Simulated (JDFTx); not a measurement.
Nb(100) slab cut from bulk Nb (space group Im-3m, indices of the conventional cell, lattice of the Materials Project entry mp-75, not re-optimised): 6 atoms in 6 planes, a 1x1 cell of 11.01 Å² (|a| = 3.318, |b| = 3.318 Å), 8.0 Å between the outermost planes, cell height 24.3 Å, 6×6×1 k mesh, Fermi smearing 0.01 Ha, no spin polarisation.

Level of theory: PBE, GBRV ultrasoft potentials, plane waves to 20/100 Ha; code: a modified build of JDFTx. Liquid on both sides: CANDLE, water, 1 M NaCl; nuclei fixed, outer atoms relaxed in vacuum. SHE scale: U = −μ/e − 4.44 V, by convention. Ideal, unreconstructed faces without any overlayer. Convergence in thickness and k mesh wasn't tested for this slab.

Farther out the cavity gives way and the charge runs off; such runs are left out, and the outermost points shown may already feel it.

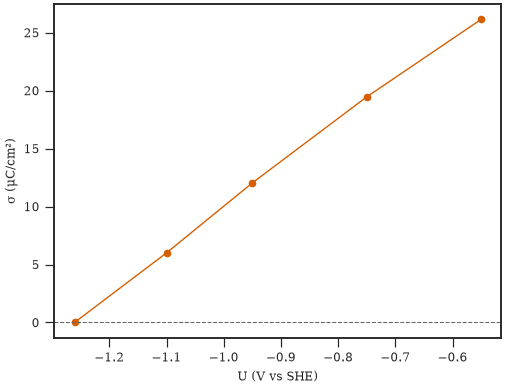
*Surface charge density of Nb(100) against potential*

**Question.** Read off the potential of zero charge and the mean capacitance σ/(U − U_pzc) at the computed point just above it.

**Answer.** U_pzc ≈ -1.26 V. At -1.10 V it is about 37 μF/cm².
